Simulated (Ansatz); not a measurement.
Cost and result by functional for the surface energy of the (331) surface of fcc Pb in its 1x1 cell, outermost plane spacing 1.16 Å in the ideal cut, in Ansatz (plane waves, PAW). Single points on the PBE structure, on one kind of machine; costs are rough ratios of the slab run's core time (references not counted) to the cheapest single point. r2SCAN's cost holds its higher cutoff (500 against 420 eV). Differences are taken against r2SCAN for comparison alone: no measured value is at hand, so the table doesn't rank accuracy.

Set-up: 10 atoms, 10.4 Å thick at the start (thin: gaps and levels are the slab's own); mesh 11x5x1; 0.1 eV smearing; dipole correction on; all atoms relaxed; held to the part of the start's symmetry that mesh and held atoms allow; no spin, no spin-orbit, no U. These notes are the PBE run's.

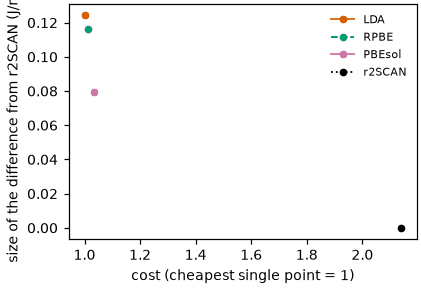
Figure. Difference from r2SCAN against cost

```json
[
 {"functional": "LDA", "relative cost": "1", "surface energy (J/m²)": "0.45", "less r2SCAN (J/m²)": "0.12"},
 {"functional": "RPBE", "relative cost": "1", "surface energy (J/m²)": "0.21", "less r2SCAN (J/m²)": "-0.12"},
 {"functional": "PBEsol", "relative cost": "1", "surface energy (J/m²)": "0.40", "less r2SCAN (J/m²)": "0.08"},
 {"functional": "r2SCAN", "relative cost": "2", "surface energy (J/m²)": "0.32", "less r2SCAN (J/m²)": "0.00"},
 {"functional": "PBE (the relaxed run's value)", "relative cost": "–", "surface energy (J/m²)": "0.30", "less r2SCAN (J/m²)": "-0.02"}
]
```

The values span 0.24 J/m², while the single points' costs differ by a factor of roughly 2. Differences are of unrounded values.

Ansatz is a first-principles code.
